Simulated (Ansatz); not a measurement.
# S_i (8-fold void) in La2PbS4 (I-42d): charge-transition levels and formation energies

Charge states of S_i (8-fold void) in La2PbS4 (I-42d), set against the band edges. Model: a cell of 56 host atoms with 1 S put in.

Program: Ansatz 0.2.0. Level of theory: place-levels on PBEsol runs: charge-transition levels and formation energies with image-charge correction and potential alignment at the atomic sites. Results are calculated unless marked as measured.

## (1) Set-up

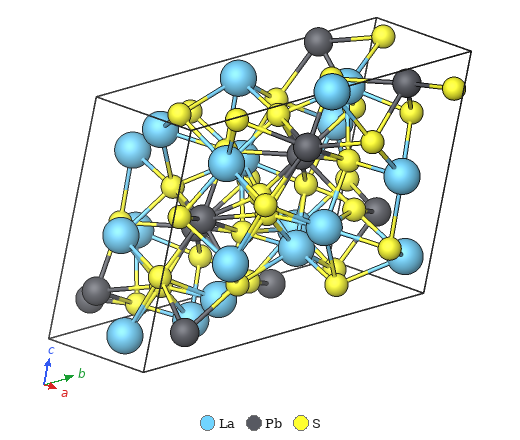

Start, viewed slightly off an axis; lanthanum blue, lead dark grey, sulfur yellow. Some periodic images of atoms are drawn too.

The cell holds 57 atoms: 16 La, 8 Pb and 33 S. Cell: a = 12.256 Å, b = 12.256 Å, c = 12.285 Å, α = 59.9°, β = 59.9°, γ = 60.2°. It derives from La2PbS4 (space group I-42d). Nearest the centre at fractional (0.502, 0.373, 0.877): S57 at 0.00 Å, S26 at 2.42 Å, S31 at 2.42 Å, S46 at 2.43 Å, S50 at 2.43 Å, La3 at 2.63 Å, La6 at 2.63 Å, Pb19 at 2.64 Å.

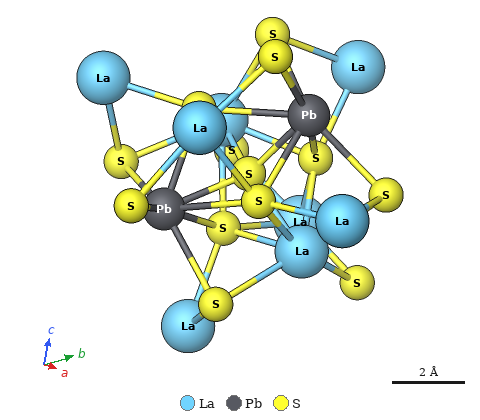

The atoms within 5 Å of the centre.

Screening for the image-charge correction: ε∞ = (9.97, 9.97, 9.65), ε0 = (38.65, 38.65, 35.03), from a response run on this crystal (DFPT, PBEsol) at that run's own cell.

The cell's shortest repeat is 12.3 Å.

## (2) What was run first

Levels follow from differences of total energies between charge states, each relaxed by itself.

Each atom starts 0.05 Å or so off its site in a random direction: a symmetric start keeps its symmetry, and would miss off-centre moves and Jahn–Teller distortions. Forces are taken at one point at (¼, ¼, ¼). The cell holds 2 electrons more than the neutral one, with a uniform background that keeps it neutral on the whole.

The sampling was tested on the host first: at the k-points planned (1x1x1 shifted 0.25 0.25 0.25) its energy lies -0.003 eV an atom from the dense-mesh value, under the bound of 0.02 eV set for this test; that bounds the host's error, not the defect's.

One state's input; the others differ in charge, spin, start and seed, and in occupations where the table says so.

qm2.relax/input.yaml reads:

```yaml
crystal:
  lattice:
    - [0.0, 8.68700355, 8.64614056]
    - [8.68700355, 0.0, 8.64614056]
    - [8.68700355, 8.68700355, 0.0]
  atoms:
    - { symbol: La, position: [0.1200609, 0.0049391, 0.1299391] }
    - { symbol: La, position: [0.3700609, 0.2549391, 0.3799391] }
    - { symbol: La, position: [0.6200609, 0.5049391, 0.6299391] }
[... 2 atom lines left out ...]
    - { symbol: La, position: [0.2549391, 0.3700609, 0.9950609] }
[... 2 atom lines left out ...]
    - { symbol: La, position: [0.2450609, 0.6299391, 0.6200609] }
[... 1 atom line left out ...]
    - { symbol: La, position: [0.7450609, 0.1299391, 0.1200609] }
[... 1 atom line left out ...]
    - { symbol: La, position: [0.1299391, 0.7450609, 0.0049391] }
    - { symbol: La, position: [0.3799391, 0.9950609, 0.2549391] }
    - { symbol: La, position: [0.6299391, 0.2450609, 0.5049391] }
    - { symbol: La, position: [0.8799391, 0.4950609, 0.7549391] }
[... 2 atom lines left out ...]
    - { symbol: Pb, position: [0.625, 0.125, 0.875] }
[... 3 atom lines left out ...]
    - { symbol: Pb, position: [0.5, 0.5, 0.0] }
[... 2 atom lines left out ...]
    - { symbol: S, position: [0.47082915, 0.22337449, 0.10559432] }
[... 4 atom lines left out ...]
    - { symbol: S, position: [0.73059432, 0.32520204, 0.84582915] }
[... 4 atom lines left out ...]
    - { symbol: S, position: [0.82520204, 0.23059432, 0.59837449] }
[... 1 atom line left out ...]
    - { symbol: S, position: [0.34837449, 0.09582915, 0.98059432] }
[... 4 atom lines left out ...]
    - { symbol: S, position: [0.60559432, 0.70020204, 0.72337449] }
    - { symbol: S, position: [0.85559432, 0.95020204, 0.97337449] }
[... 1 atom line left out ...]
    - { symbol: S, position: [0.34582915, 0.59837449, 0.82520204] }
[... 3 atom lines left out ...]
    - { symbol: S, position: [0.45020204, 0.35559432, 0.72082915] }
[... 2 atom lines left out ...]
    - { symbol: S, position: [0.22337449, 0.47082915, 0.20020204] }
[... 3 atom lines left out ...]
    - { symbol: S, position: [0.502062, 0.372938, 0.877062] }
  host:
    repeats: [1, 1, 1]
    atoms:
      - { symbol: La, position: [0.1200609, 0.0049391, 0.1299391] }
      - { symbol: La, position: [0.3700609, 0.2549391, 0.3799391] }
      # ... 54 more atoms of the perfect host
total_charge: -2
basis:
  ecutwfc: 420
  xc_grid: 2
hamiltonian:
  xc: pbesol
kpoints:
  mp_grid: { grid: [1, 1, 1], shift: [0.25, 0.25, 0.25] }
scf:
  occupations: { method: fixed }
  max_iter: 80
output:
  forces: true
  charged_corrections:
    epsilon: [9.97, 9.97, 9.65]
    static_epsilon: [38.65, 38.65, 35.03]
    defect_position: [0.502062, 0.372938, 0.877062]
relax:
  f_tol: 0.02
  max_steps: 80
  random_displacement: { amplitude: 0.05, seed: 9482 }
checkpoint:
  write: "../qm2.relax.run"
  compress: false
  write_wavefunctions: true
  write_every: 100000
```

Started as:

```
$ ansatz run input.yaml --threads 4 --pin off --max-ram 14131MiB --backend cpu --events-out ev --progress --plain --runs-dir out
```

The relaxed structure is kept and the sampling changed to a 2×2×2 shifted mesh.

The run of this state that the levels use, under PBEsol:

qm2.point/input.yaml reads:

```yaml
crystal:
  checkpoint: "../qm2.relax.run"
  host: checkpoint
total_charge: -2
basis:
  ecutwfc: 420
  xc_grid: 2
hamiltonian:
  xc: pbesol
kpoints:
  mp_grid: { grid: [2, 2, 2], shift: [0.5, 0.5, 0.5] }
scf:
  occupations: { method: fermi_dirac, width: 0.01 }
  max_iter: 80
output:
  forces: true
  eigenvalues: true
  charged_corrections:
    epsilon: [9.97, 9.97, 9.65]
    static_epsilon: [38.65, 38.65, 35.03]
    defect_position: [0.502062, 0.372938, 0.877062]
  eigenstates: { localisation: true }
  populations: true
  band_densities: [{ bands: [v1, v1] }, { bands: [c1, c1] }]
  write_density: true
  write_potential: true
  volumetric_format: npy
checkpoint:
  read: "../qm2.relax.run"
  write: "../qm2.point.run"
  compress: false
  write_wavefunctions: false
  write_every: 100000
```

Relaxations under PBEsol at one point at (¼, ¼, ¼); times on 4 threads of Arm Neoverse V2, shared host:

```csv
charge,moment (μB),occupations,outcome,steps,largest displacement against the far atoms (Å),time
−2,0,fixed,converged,18,0.66,4.8 min
−1,1,fixed,converged,13,0.48,7 min
0,0,fixed,converged,13,0.99,3.2 min
+1,1,fixed,converged,12,0.94,6.7 min
```

Single points under PBEsol at a 2×2×2 shifted mesh; times on 4 threads of Arm Neoverse V2, shared host:

```csv
charge,moment (μB),occupations,outcome,time
−2,0,fermi-dirac,converged,2.3 min
−1,1,fermi-dirac,converged,5.1 min
0,0,fermi-dirac,converged,2.3 min
+1,1,fermi-dirac,converged,4.9 min
```

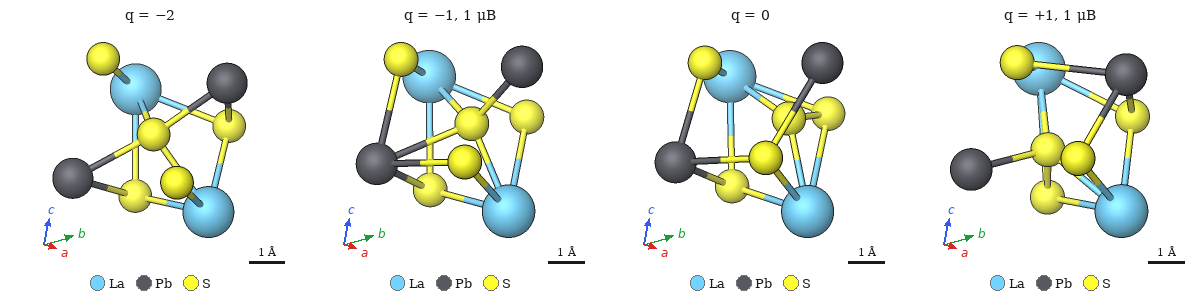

The structures near the centre after relaxation with PBEsol, by charge.

Distances (Å) from S57 to the nearest atoms after relaxation with PBEsol:

```csv
charge,moment (μB),1.,2.,3.,4.,5.,6.
−2,0,S 2.66,S 2.66,Pb 2.68,Pb 2.71,La 2.81,La 2.81
−1,1,S 2.40,Pb 2.65,La 2.69,La 2.69,S 2.83,S 2.88
0,0,S 2.08,Pb 2.64,La 2.73,La 2.73,S 2.96,S 3.00
+1,1,S 2.07,Pb 2.67,La 2.75,La 2.76,S 2.78,S 2.96
```

## (3) place-levels, PBEsol

A charged cell interacts with its images and the background, and its potential has another zero than the host's. place-levels removes the first by a point-charge model, screened by the static dielectric constant since the ions have relaxed around the charge, and the second by comparing potentials at atoms far from the defect.

The host is a run of the defect-free crystal in the same cutoffs, grids and k-points, so that basis and sampling errors cancel in part in the differences. Its band edges come from a run of the primitive cell that searches the zone for them. Chemical potentials are energies per atom of S (S12 rings, Pnnm, not the stable S8 form), run with the same functional and cutoff.

levels.point.yaml reads:

```yaml
host:
  run: host.point.run
  levels_from: { run: edges.point.run }
states: [qm2.point.run, qm1_M1.point.run, q0.point.run, qp1_M1.point.run]
geometry_from:
  qm2.point.run: qm2.relax.run
  qm1_M1.point.run: qm1_M1.relax.run
  q0.point.run: q0.relax.run
  qp1_M1.point.run: qp1_M1.relax.run
  host.point.run: host.relax.run
chemical_potentials:
  S:
    energy: -884.879081
    dataset: "<sha256 of the dataset>"
epsilon: [9.97, 9.97, 9.65]
static_epsilon: [38.65, 38.65, 35.03]
vertical:
  - { from: qm2.point.run, to: qm2.point_neutral.run }
  - { from: qm1_M1.point.run, to: qm1_M1.point_neutral.run }
  - { from: qp1_M1.point.run, to: qp1_M1.point_neutral.run }
```

Started as:

```
$ ansatz place-levels levels.point.yaml -- --threads 4 --pin off --max-ram 14131MiB
```

Numbers of over 12 decimals in the logs are rounded to 6 here.

The log of the run:

```text
[... repeated set-up lines and file paths are left out, and long positions are rounded to six places ...]
(+1/0) 0.380 eV above the valence edge, 1.716 eV under the conduction edge
(0/-1) 2.258 eV above the valence edge, in the conduction band; not on the lower envelope
(-1/-2) 1.425 eV above the valence edge, 0.671 eV under the conduction edge; not on the lower envelope
(0/-2) 1.842 eV above the valence edge, 0.254 eV under the conduction edge: charges between them are lowest nowhere
formation energy of charge +1: +0.968 eV with the Fermi level at the valence edge
formation energy of charge 0: +1.348 eV with the Fermi level at the valence edge
formation energy of charge -1: +3.606 eV with the Fermi level at the valence edge
formation energy of charge -2: +5.031 eV with the Fermi level at the valence edge
vertical -2 to 0: no energy, since no alignment is typed
  the change from vertical[0].from (qm2.point.run) to vertical[0].to (qm2.point_neutral.run): by its potential at epsilon [9.97, 9.97, 9.65] it stands at 0.522 0.305 0.899, with an rms radius of about 4.3 Å (2.7 2.1 2.7 Å across the planes of the cell's [...]
vertical -1 to 0: no energy, since no alignment is typed
  the change from vertical[1].from (qm1_M1.point.run) to vertical[1].to (qm1_M1.point_neutral.run): by its spins about the atoms it stands at 0.407 0.491 0.849, with an rms radius of about 3.5 Å (2.2 2.3 1.5 Å across the planes of the cell's vectors); [...]
vertical +1 to 0: no energy, since no alignment is typed
  the change from vertical[2].from (qp1_M1.point.run) to vertical[2].to (qp1_M1.point_neutral.run): by its potential at epsilon [9.97, 9.97, 9.65] it stands at 0.453 0.759 0.826, with an rms radius of about 4.6 Å (2.5 3.4 1.6 Å across the planes of the cell's [...]
  edges by pbesol of host.levels_from (edges.point.run), its mesh sampled to repeats of 37.56 Å (the valence edge +0.047 eV and the conduction edge -0.079 eV from those of the host's own run), gap 2.096 eV; the host is sampled to repeats of 24.51 Å
  the defect's cells are sampled to repeats of 24.51 Å, like sampling
  charge +1: -221927.8950 eV with its correction of +0.209 eV, at epsilon [38.65, 38.65, 35.03], aligned at sites: +0.1577 eV, mean over 18 atomic sites at or beyond 6.13 Å from the defect at [0.5021, 0.3729, 0.8771], with +0.000000 for the charge's moments [...]
  charge 0: +0.000 eV for its dipole among its images, +0.000 omitted
  charge -1: -221906.7681 eV with its correction of -0.127 eV, at epsilon [38.65, 38.65, 35.03], aligned at sites: +0.1778 eV, mean over 18 atomic sites at or beyond 6.13 Å from the defect at [0.5021, 0.3729, 0.8771], with +0.000000 for the charge's moments [...]
  charge -2: -221896.0987 eV with its correction of -0.172 eV, at epsilon [38.65, 38.65, 35.03], aligned at sites: +0.1875 eV, mean over 18 atomic sites at or beyond 6.13 Å from the defect at [0.5021, 0.3729, 0.8771], with +0.000000 for the charge's moments [...]
  of states[3] (qp1_M1.point.run): it parts from the run at its places by a charge that spreads by about 3.4 Å along one vector (1.7 Å or more is wide), by its potential at epsilon [9.97, 9.97, 9.65], taken for that of held ions (one typed too small widens [...]
  of states[2] (q0.point.run): its displacements don't fall off away from the defect: farther atoms stand 0.047 Å off the host's places. [...]
  of states[1] (qm1_M1.point.run): it parts from the run at its places by a charge that spreads by about 2.3 Å along one vector (1.7 Å or more is wide), by the spins about the atoms, where the cell does not tell a trapped carrier from a band state. [...]
  of states[0] (qm2.point.run): it parts from the run at its places by a charge that spreads by about 2.7 Å along one vector (1.7 Å or more is wide), by its potential at epsilon [9.97, 9.97, 9.65], taken for that of held ions (one typed too small widens it), [...]
  of vertical[0].from (qm2.point.run): its displacements don't fall off away from the defect: farther atoms stand 0.058 Å off the host's places. [...]
  vertical[0].to (qm2.point_neutral.run): levels filled in part (TS 0.007 eV): its energy is of no whole electron's
  of vertical[0].to (qm2.point_neutral.run): its displacements don't fall off away from the defect: farther atoms stand 0.058 Å off the host's places. [...]
  of vertical[1].from (qm1_M1.point.run): its displacements don't fall off away from the defect: farther atoms stand 0.041 Å off the host's places. [...]
  of vertical[1].to (qm1_M1.point_neutral.run): its displacements don't fall off away from the defect: farther atoms stand 0.041 Å off the host's places. [...]
  of vertical[2].from (qp1_M1.point.run): its displacements don't fall off away from the defect: farther atoms stand 0.038 Å off the host's places. [...]
  of vertical[2].to (qp1_M1.point_neutral.run): its displacements don't fall off away from the defect: farther atoms stand 0.038 Å off the host's places. [...]
```

It took 0.47 s on 4 threads of Arm Neoverse V2, shared host.

Under PBEsol the gap is 2.10 eV, (+1/0) 0.38, (0/−1) 2.26 (outside the gap), (−1/−2) 1.42 eV; the steps are inverted, so the lowest state changes at (0/−2) 1.84 eV.

Levels between the charges placed, in eV above the valence top:

```csv
,gap (eV),(+1/0),(0/−1),(−1/−2)
PBEsol,2.10,0.38,2.26,1.42
```

Corrections by state:

```csv
charge,moment (μB),image terms and alignment (eV),band filling (eV),ε used,"over the lowest of its charge, as the program ranks them, band filling apart (eV)"
+1,1.0,0.209,-,"principal values (35.03, 38.65, 38.65)",0.000
0,0.0,0.000,-,-,0.000
−1,1.0,-0.127,-,"principal values (35.03, 38.65, 38.65)",0.000
−2,0.0,-0.172,-,"principal values (35.03, 38.65, 38.65)",0.000
```

The charged structures listed were also run neutral, and place-levels reads from each pair, by the potential or the spins, how wide the charge is by which they differ; that can be the carrier of either run.

```csv
charge,rms radius (Å),spread where it is widest against the cell (Å),wide from (Å),reading
+1,4.6,3.45,1.73,wide
−1,3.5,2.26,1.73,wide
−2,4.3,2.71,1.73,wide
```

The neutral runs of these pairs need not share the spin of the lowest neutral state, and very wide values only mean spread over the cell.

From the program's caveats on the states, each cut to its opening words:

- charge +1 (1 μB): it parts from the run at its places by a charge that spreads by about 3.4 Å along one vector (1.7 Å or more is wide), by its potential at epsilon [9.97, 9.97, [...]
- charge +1 (1 μB): its displacements don't fall off away from the defect: farther atoms stand 0.038 Å off the host's places
- charge 0: its displacements don't fall off away from the defect: farther atoms stand 0.047 Å off the host's places
- charge −1 (1 μB): it parts from the run at its places by a charge that spreads by about 2.3 Å along one vector (1.7 Å or more is wide), by the spins about the atoms, where the [...]
- charge −1 (1 μB): its displacements don't fall off away from the defect: farther atoms stand 0.041 Å off the host's places
- charge −2: it parts from the run at its places by a charge that spreads by about 2.7 Å along one vector (1.7 Å or more is wide), by its potential at epsilon [9.97, 9.97, [...]
- charge −2: its alignment with the host at atomic sites is doubtful: the mean over the far sites moves by -0.0525 eV from their farther parts to their nearer, more than [...]
- charge −2: its displacements don't fall off away from the defect: farther atoms stand 0.058 Å off the host's places

Chemical potentials of the elements' reference phases, run alike. Formation energy by charge state (elemental references; gap 2.10 eV):

```csv
charge,at valence top (eV),at conduction bottom (eV),correction included (eV)
+1,0.97,3.06,0.21
0,1.35,1.35,0.00
−1,3.61,1.51,-0.13
−2,5.03,0.84,-0.17
```

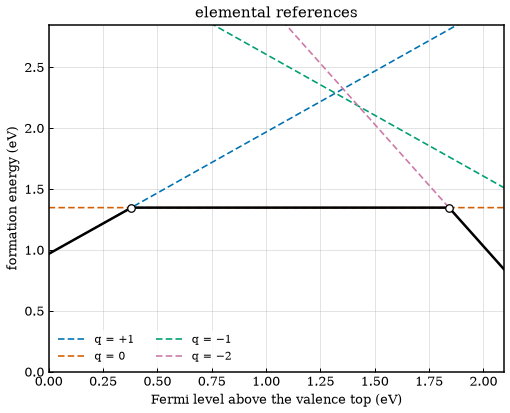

Formation energy against Fermi level; the thick line follows the lowest charge state and circles mark the transition levels.

## (4) Effect of the sampling

The relaxations' own energies give the levels at their sampling, for comparison.

levels.relax_mesh.yaml reads:

```yaml
host:
  run: host.relax.run
  levels_from: { run: edges.relax.run }
states: [qm2.relax.run, qm1_M1.relax.run, q0.relax.run, qp1_M1.relax.run]
chemical_potentials:
  S:
    energy: -884.879081
    dataset: "<sha256 of the dataset>"
```

Started as:

```
$ ansatz place-levels levels.relax_mesh.yaml -- --threads 4 --pin off --max-ram 14131MiB
```

The log of the run:

```text
(+1/0) 0.389 eV above the valence edge, 1.707 eV under the conduction edge
(0/-1) 2.288 eV above the valence edge, in the conduction band; not on the lower envelope
[...]
formation energy of charge +1: +0.949 eV with the Fermi level at the valence edge
formation energy of charge 0: +1.338 eV with the Fermi level at the valence edge
formation energy of charge -1: +3.626 eV with the Fermi level at the valence edge
formation energy of charge -2: +5.050 eV with the Fermi level at the valence edge
  edges by pbesol of host.levels_from (edges.relax.run), its mesh sampled to repeats of 37.56 Å (the valence edge +0.062 eV and the conduction edge -0.160 eV from those of the host's own run), gap 2.096 eV; the host is sampled to repeats of 12.26 Å
[... the lines on each state left out ...]
```

The job ended after 0.15 s (4 threads).

Levels between neighbouring charges, in eV above the valence top:

```csv
,gap (eV),(+1/0),(0/−1),(−1/−2)
"one point at (¼, ¼, ¼)",2.10,0.39,2.29,1.42
a 2×2×2 shifted mesh,2.10,0.38,2.26,1.42
```

Going from one point at (¼, ¼, ¼) to a 2×2×2 shifted mesh moves the levels that carry no band-filling term by up to 0.03 eV and formation energies against the elements by up to 0.02 eV.

(Part 1 of 2 ends here.)

[Logs are printed without paths, hosts, clocks, repeated set-up lines and the standing remarks that a program may print on its own settings, such as how far it seeks lower states.]

[Hosts, paths, dates, database ids (printed as entryN), source tags and the programs' standing remarks are cut or masked in the printed files.]

[Where a table of states has a column of steps, it counts the stored structures, which are thinned; the runs took as many ionic steps or more.]

[A defect's name tells the site on which it was built; relaxed atoms can leave that site.]

[For some hosts the program warned that the k-mesh of the response run may be too coarse for force constants and the static dielectric constant; such warnings are not shown here.]
